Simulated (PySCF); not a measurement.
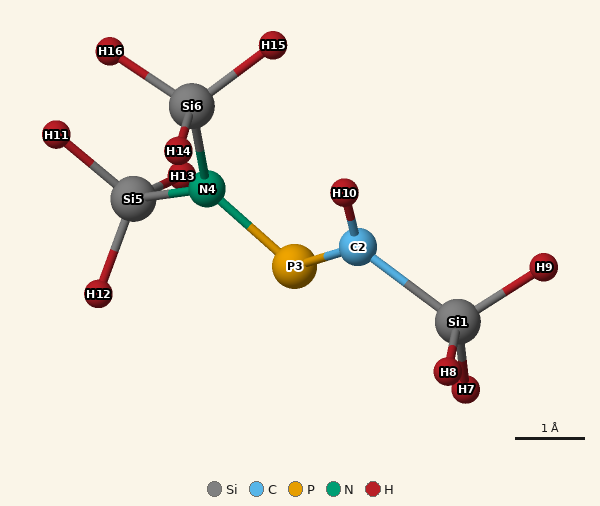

Figure 1. The structure (ball-and-stick view, seen at a tilt; atoms are numbered from 1 in the order of the input). Bond lengths as drawn: C–H 1.10 Å, C–P 1.66 Å, C–Si 1.86 Å, H–Si 1.49 to 1.50 Å, N–P 1.72 Å and N–Si 1.77 Å.

**What a change does: NMR shielding calculation on CH₁₀NPSi₃**

System: CH₁₀NPSi₃.
Method of run A: GIAO PBE0/pcSseg-1 NMR shielding, non-relativistic, gas phase (PySCF 2.14.0).

The geometry comes from this level: PBE0-D3(BJ)/def2-SVP. Text and figures count atoms from 1; the logs count them from 0 in places.

## Input file, run A
```
{"job": {"kind": "nmr", "xc": "PBE0", "basis": "pcSseg-1"}, "charge": 0, "multiplicity": 1}
Si     3.332697     0.327178     0.312639
C      1.483082     0.493590     0.196150
P      0.549625    -0.877997     0.327788
N     -1.106233    -0.429389     0.206617
Si    -2.244908    -1.785177     0.301256
Si    -1.622944     1.249419     0.008993
H      3.684443    -1.115654     0.480063
H      3.870562     1.096791     1.478090
H      3.996951     0.854146    -0.920250
H      1.077972     1.503656     0.049854
H     -3.621017    -1.215612     0.338434
H     -1.991158    -2.583352     1.536391
H     -2.107403    -2.683919    -0.883098
H     -1.157222     2.077066     1.161304
H     -1.060866     1.829006    -1.247158
H     -3.111359     1.262181    -0.055879
```

The first line tells a small driver script what to run in PySCF; the rest is the geometry in Å.

Command:
```bash
OMP_NUM_THREADS=1 python <driver script> task.json out
```

Hardware: 1 CPU thread, shared host.

## Output (run A)
```
coarse grid: 14848 points
cycle   1  E = -1307.9566121844  dE =  1.612e-01  |g| = 4.552e-01  |ddm| = 3.728e+00
cycle   2  E = -1307.8871493956  dE =  6.946e-02  |g| = 6.659e-01  |ddm| = 9.241e-01
cycle   3  E = -1308.0005159724  dE = -1.134e-01  |g| = 9.883e-02  |ddm| = 7.009e-01
cycle   4  E = -1308.0028168659  dE = -2.301e-03  |g| = 5.420e-02  |ddm| = 1.557e-01
cycle   5  E = -1308.0034869140  dE = -6.700e-04  |g| = 1.493e-02  |ddm| = 5.540e-02
cycle   6  E = -1308.0035410140  dE = -5.410e-05  |g| = 2.869e-03  |ddm| = 1.730e-02
cycle   7  E = -1308.0035432781  dE = -2.264e-06  |g| = 4.935e-04  |ddm| = 3.843e-03
final grid: 123624 points
cycle   8  E = -1308.0354916100  dE = -1.060e-05  |g| = 6.222e-03  |ddm| = 1.877e-02
cycle   9  E = -1308.0354741618  dE =  1.745e-05  |g| = 1.039e-02  |ddm| = 1.346e-02
cycle  10  E = -1308.0355007221  dE = -2.656e-05  |g| = 6.256e-04  |ddm| = 9.180e-03
cycle  11  E = -1308.0355007760  dE = -5.390e-08  |g| = 4.941e-04  |ddm| = 1.241e-03
cycle  12  E = -1308.0355008401  dE = -6.411e-08  |g| = 6.464e-05  |ddm| = 4.457e-04
cycle  13  E = -1308.0355008411  dE = -1.022e-09  |g| = 2.069e-05  |ddm| = 9.932e-05
cycle  14  E = -1308.0355008412  dE = -1.146e-10  |g| = 3.866e-06  |ddm| = 2.647e-05
converged SCF energy = -1308.0355008412

GIAO shielding tensors (ppm)
atom      isotropic    diamagn.    paramagn.     s11        s22        s33       span
  0 Si     427.046     878.993    -451.947    398.899    417.469    464.770     65.871
  1 C       40.171     269.851    -229.679   -121.958     67.364    175.109    297.066
  2 P      -23.450     970.239    -993.689   -403.864     75.969    257.546    661.410
  3 N      181.054     334.690    -153.637     66.570    230.072    246.519    179.949
  4 Si     391.001     878.899    -487.899    349.842    362.942    460.218    110.376
  5 Si     402.544     880.961    -478.417    367.277    373.502    466.853     99.576
  6 H       26.943      27.790      -0.846     23.845     26.310     30.676      6.831
  7 H       26.787      27.298      -0.511     23.415     24.923     32.022      8.607
  8 H       26.785      27.455      -0.670     23.438     24.912     32.005      8.567
  9 H       24.248      35.988     -11.740     19.777     22.663     30.304     10.527
 10 H       26.387      28.541      -2.154     22.718     25.826     30.617      7.899
 11 H       26.401      28.189      -1.788     22.948     24.794     31.461      8.512
 12 H       26.471      28.308      -1.838     22.923     24.631     31.858      8.934
 13 H       26.426      30.431      -4.005     23.297     24.631     31.350      8.053
 14 H       26.399      30.742      -4.343     23.253     24.641     31.303      8.050
 15 H       26.466      29.969      -3.503     22.739     25.842     30.818      8.079
```

Run B used a changed input.

## The two runs side by side

```csv
quantity,run A,run B
outcome,converged,converged
total energy (hartree),−1308.035501,−1307.917937
HOMO (eV),−7.05,−5.99
LUMO (eV),−1.64,−2.43
dipole moment (D),1.62,1.62
shielding of Si1 (ppm),427.0,414.9
shielding of C2 (ppm),40.2,39.5
shielding of P3 (ppm),−23.4,−22.6
shielding of N4 (ppm),181.1,170.0
shielding of Si5 (ppm),391.0,376.1
shielding of Si6 (ppm),402.5,388.7
shielding of H15 (ppm),26.4,26.2
SCF iterations,14,15
basis functions,180,180
wall time (shared host),26 s,28 s
```

What was changed in the input?

The change (lines with − go, lines with + come):
```diff
-"xc": "PBE0"
+"xc": "PBE"
+"pop": false
```

The total energies belong to different methods, so their difference says nothing on which is more stable or more accurate. The HOMO goes from −7.05 to −5.99 eV. The LUMO goes from −1.64 to −2.43 eV. Of all shieldings, the largest change is that of Si5, by −14.9 ppm. The functional changes from PBE0 to PBE. Exact exchange removes part of the self-interaction error of semilocal functionals, which pushes filled and empty levels apart. The SCF takes 15 iterations against 14.

## Output (run B)
```
coarse grid: 14848 points
cycle   1  E = -1307.7727351352  dE =  1.890e-01  |g| = 6.515e-01  |ddm| = 3.799e+00
cycle   2  E = -1307.3251888692  dE =  4.475e-01  |g| = 1.344e+00  |ddm| = 1.936e+00
cycle   3  E = -1307.8521665469  dE = -5.270e-01  |g| = 2.621e-01  |ddm| = 1.785e+00
cycle   4  E = -1307.8682301195  dE = -1.606e-02  |g| = 1.715e-01  |ddm| = 4.516e-01
cycle   5  E = -1307.8749661028  dE = -6.736e-03  |g| = 4.464e-02  |ddm| = 1.807e-01
cycle   6  E = -1307.8754557284  dE = -4.896e-04  |g| = 1.076e-02  |ddm| = 5.792e-02
cycle   7  E = -1307.8754925716  dE = -3.684e-05  |g| = 2.698e-03  |ddm| = 1.800e-02
cycle   8  E = -1307.8754950899  dE = -2.518e-06  |g| = 4.228e-04  |ddm| = 4.779e-03
final grid: 123624 points
cycle   9  E = -1307.9179083982  dE = -1.988e-07  |g| = 1.076e-02  |ddm| = 2.567e-02
cycle  10  E = -1307.9177489282  dE =  1.595e-04  |g| = 2.617e-02  |ddm| = 3.310e-02
cycle  11  E = -1307.9179312032  dE = -1.823e-04  |g| = 4.179e-03  |ddm| = 2.756e-02
cycle  12  E = -1307.9179362165  dE = -5.013e-06  |g| = 1.271e-03  |ddm| = 5.259e-03
cycle  13  E = -1307.9179365748  dE = -3.583e-07  |g| = 1.734e-04  |ddm| = 1.242e-03
cycle  14  E = -1307.9179365843  dE = -9.577e-09  |g| = 3.688e-05  |ddm| = 2.986e-04
cycle  15  E = -1307.9179365847  dE = -3.647e-10  |g| = 1.187e-05  |ddm| = 6.313e-05
converged SCF energy = -1307.9179365847

GIAO shielding tensors (ppm)
atom      isotropic    diamagn.    paramagn.     s11        s22        s33       span
  0 Si     414.856     880.171    -465.316    384.409    405.495    454.663     70.254
  1 C       39.537     268.460    -228.923   -112.414     63.200    167.825    280.239
  2 P      -22.605     970.882    -993.486   -358.013     53.987    236.211    594.224
  3 N      169.967     332.436    -162.469     53.903    220.478    235.519    181.616
  4 Si     376.077     879.928    -503.851    331.270    346.343    450.618    119.348
  5 Si     388.709     881.862    -493.153    350.825    357.751    457.551    106.726
  6 H       26.814      27.910      -1.096     23.852     26.193     30.395      6.543
  7 H       26.622      27.391      -0.769     23.287     24.815     31.765      8.477
  8 H       26.623      27.558      -0.935     23.317     24.808     31.745      8.429
  9 H       24.218      35.862     -11.644     19.897     22.796     29.961     10.064
 10 H       26.188      28.534      -2.346     22.596     25.708     30.259      7.663
 11 H       26.183      28.225      -2.041     22.801     24.608     31.141      8.340
 12 H       26.249      28.362      -2.113     22.760     24.433     31.555      8.796
 13 H       26.201      30.457      -4.257     23.159     24.387     31.056      7.898
 14 H       26.173      30.786      -4.613     23.111     24.399     31.009      7.898
 15 H       26.280      29.920      -3.640     22.701     25.713     30.427      7.726
```
